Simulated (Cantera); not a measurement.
A closed system holds: 1 mol Fe, 0.0012 mol O₂, 8.9 mol CO, at 0.233 Torr.

Cantera equilibrium calculation (NASA polynomials, part measured and part estimated; ideal gas, pure solids and liquids). Candidate condensed phases: C, Fe, Fe(CO)₅, FeO, Fe₂O₃, Fe₃O₄; 15 gas species. Condensed phases not in the tables: cementite and carbon dissolved in iron. Rates play no part.

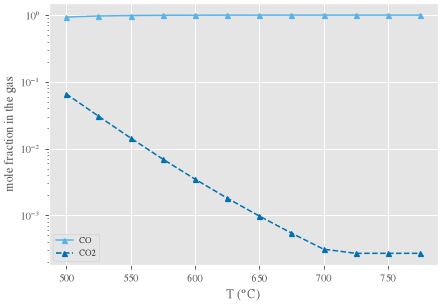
Equilibrium gas composition (values under 1e-9 drawn at 1e-9)

From 500 °C to 675 °C the condensed part is C(graphite) + Fe(α). From 700 °C to 775 °C the condensed part is Fe(α).
